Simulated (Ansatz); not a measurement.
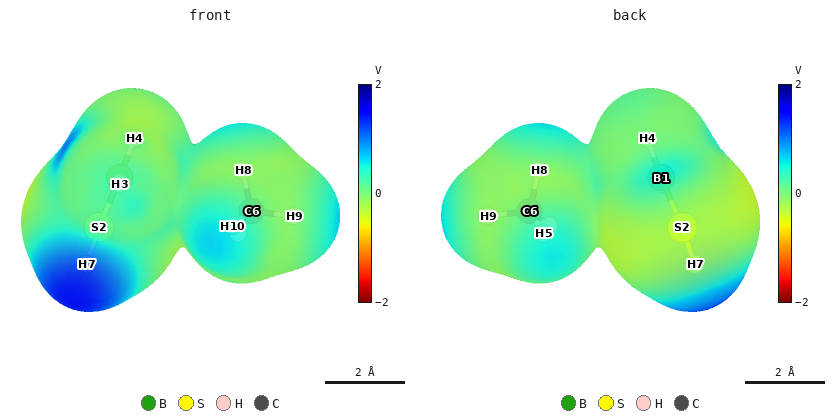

BH$_{3}$S···CH$_{4}$. The molecular electrostatic potential painted on the density surface at 0.002 e/bohr³, seen from the front and from behind; the colour scale runs from red (negative) to blue (positive).

The reactant side of a reaction path; geometry: PBE0-D4/def2-TZVP.

The calculation used Ansatz 0.2.0, RKS PBE0-D4/def2-TZVPP.

The calculation's input:

```
crystal:
  periodic: [false, false, false]
  atoms:
    - {symbol: B, position_ang: [-0.730868, -0.217556, -1.553283]}
    - {symbol: S, position_ang: [-1.078766, 1.509731, -1.666976]}
    - {symbol: H, position_ang: [0.326413, -0.660836, -1.872980]}
    - {symbol: H, position_ang: [-1.619733, -0.900283, -1.148318]}
    - {symbol: H, position_ang: [0.108364, 0.637798, 1.618252]}
    - {symbol: C, position_ang: [0.599736, -0.332882, 1.676793]}
    - {symbol: H, position_ang: [0.104044, 1.936479, -2.142650]}
    - {symbol: H, position_ang: [-0.108758, -1.115515, 1.404757]}
    - {symbol: H, position_ang: [0.953042, -0.502931, 2.693623]}
    - {symbol: H, position_ang: [1.446524, -0.354105, 0.990881]}
basis:
  gaussian: {orbitals: def2-TZVPP}
hamiltonian: {xc: pbe0, dispersion: d4}
output: {orbitals: {seedname: orbitals}}
```

Run with:

```sh
ansatz run in.yaml --threads 2 --pin off --events-out ev --progress --plain --max-ram 4352MiB
```

Question: Which sites attract a positive test charge, and which a negative one?

Answer: A positive charge is drawn to the negative regions and a negative charge to the positive ones. The most negative region (about −0.4 V) lies over S2, the most positive (about +1.5 V) over H7.
